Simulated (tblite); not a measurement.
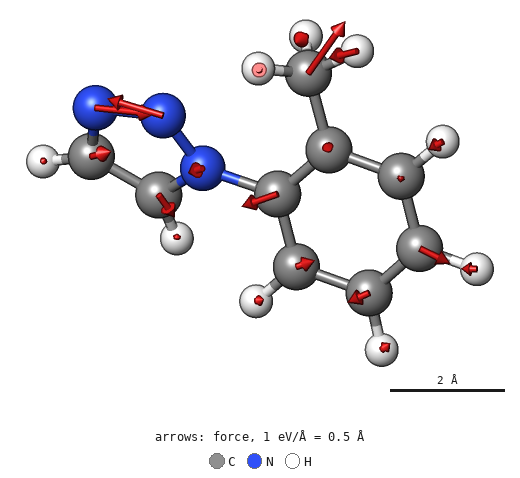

Starting geometry of C$_{9}$H$_{9}$N$_{3}$ with the computed forces as red arrows. A ball-and-stick model, seen at a tilt.

Theory: GFN2-xTB geometry optimisation, gas phase in tblite. 

Is this structure relaxed? If not, where do the atoms go?

It isn't relaxed: the largest force vector, on a C atom, is 2.46 eV/Å. The final displacements have little in common with the starting forces (cosine between the two patterns 0.19). The atom that moves furthest after the best rigid fit is an H atom (0.45 Å). By element the largest moves are H 0.45 Å, N 0.25 Å, C 0.18 Å. Among the contacts that change: N–N 1.337 → 1.274 Å, C–H 1.145 → 1.087 Å, C–N 1.437 → 1.405 Å, C–C 1.466 → 1.494 Å. Among the angles between lasting bonds that change: H–C–H 113.5° → 107.1°, C–C–H 116.1° → 110.2°, H–C–H 104.6° → 109.1°. After 62 geometry steps the energy has fallen by 9.74 kcal/mol.
